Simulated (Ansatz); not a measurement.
**FGeH3P (charge +1): density, localisation and related maps**

The calculation's input:

```
crystal:
  periodic: [false, false, false]
  atoms:
    - {symbol: F, position_ang: [-1.898057, -0.337272, 0.680201]}
    - {symbol: Ge, position_ang: [-2.196590, -1.130465, -0.843721]}
    - {symbol: P, position_ang: [0.046783, 0.028562, -1.679759]}
    - {symbol: H, position_ang: [1.147433, -0.310868, -0.869575]}
    - {symbol: H, position_ang: [-0.005848, 1.429817, -1.550370]}
    - {symbol: H, position_ang: [0.532211, -0.160975, -2.986719]}
basis:
  gaussian: {orbitals: def2-TZVPD}
output: {forces: true, orbitals: {seedname: orbitals}}
hamiltonian: {xc: pbe0}
magnetization: {spin_polarized: false, initial_magnetization: 0}
total_charge: 1
```

Run with:

```sh
ansatz run input.yaml --threads 2 --pin off --max-ram 4350MiB --events-out events.jsonl --progress --plain --runs-dir runs
```

Geometry: B3LYP-D3(BJ)/6-311G**.

Computed with Ansatz 0.2.0, isolated molecule in a Gaussian basis; Kohn-Sham density functional theory, functional PBE0.

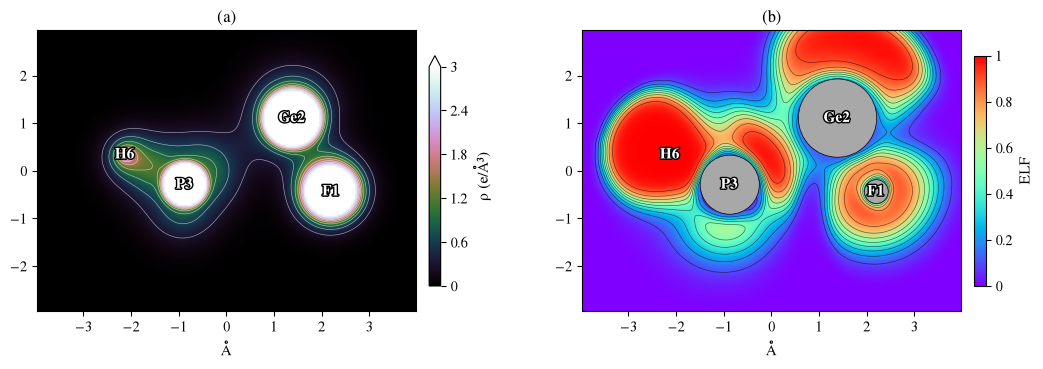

Figure 1. (a) total electron density; (b) electron localisation function on the plane of atoms Ge2, P3 and H6. Grey discs cover the atomic cores in the ELF map.

Question: What do the fields say about this system?

Answer: Atoms in the plane: F, Ge, P and H.
Ge–F (1.74 Å): ρ is about 0.98 e/Å³ halfway; the ELF peaks at about 0.80 in the valence shell of F, 0.5 Å from its nucleus, and is about 0.25 at the midpoint.
Ge–P (2.66 Å): ρ is about 0.4 e/Å³ halfway; the ELF peaks at about 1 in the valence shell of P, 1.0 Å from its nucleus, and is about 0.85 at the midpoint.
P–H (1.41 Å): ρ is about 1.2 e/Å³ halfway; the ELF climbs to about 1 towards the hydrogen, as it does in any bond to H.
The ELF also peaks beside F1, away from the bonds: lone-pair regions.

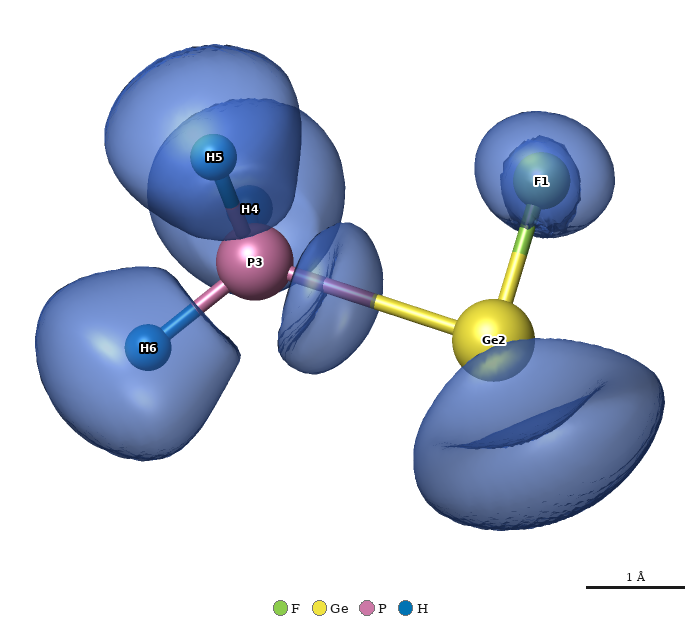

Figure 2. Isosurface of the ELF at 0.8 (blue), seen at an oblique angle. Only the valence region is drawn (cores and ρ < 0.01 e/Å³ removed).

Question: Identify the bonds, lone pairs and shells in this picture.

Answer: At this value the surface marks out three regions around hydrogen nuclei, one lobe of the valence shell of P pointing towards Ge (polar bonds), one lobe on Ge, pointing away from the bonds (lone pairs) and one region wrapped around F (its valence shell).

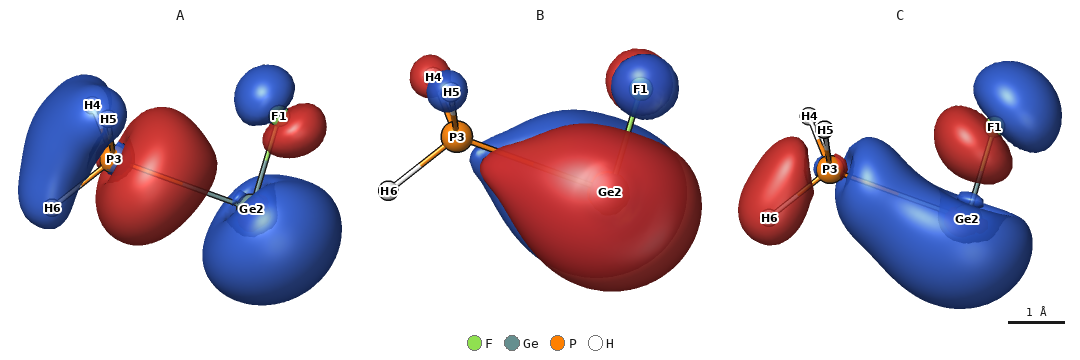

Figure 3. Three frontier orbitals at ±0.1 Å⁻³ᐟ² (red and blue are the two phases), in no order.

Question: Order the three orbitals by energy and name them.

Answer: C is the HOMO−1 (−16.30 eV). It lies mainly on F1 (about 45 %), Ge2 (about 40 %) and P3 (about 15 %). A is the HOMO (−13.64 eV). By Hirshfeld shares it lies mainly on Ge2 (about 40 %), P3 (about 40 %) and F1 (about 10 %). B is the LUMO (−8.46 eV). It lies mainly on Ge2 (about 85 %) and F1 (about 5 %).

Question: What is the HOMO–LUMO gap?

Answer: 5.18 eV between the orbital energies.
